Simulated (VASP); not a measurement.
Band structure of BN (wurtzite). These are RPBE GGA, VASP's PBE PAW potentials (set 64) (plane waves; VASP) values and carry that method's errors.

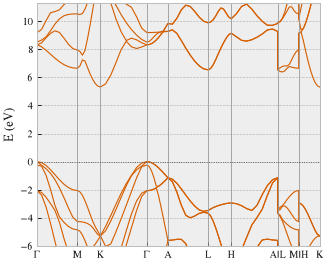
Fig. 1. Bands along high-symmetry lines, zero at the valence-band maximum or, without a gap, the Fermi level

### Question
Read the plot: is there a gap, and where are the band edges?

### Answer
The gap is indirect, 5.31 eV, from the valence maximum at Γ to the conduction minimum at K. (Edges off the drawn lines would not show.)

The compound is BN in the wurtzite structure, a metastable high-pressure form. It was relaxed first.
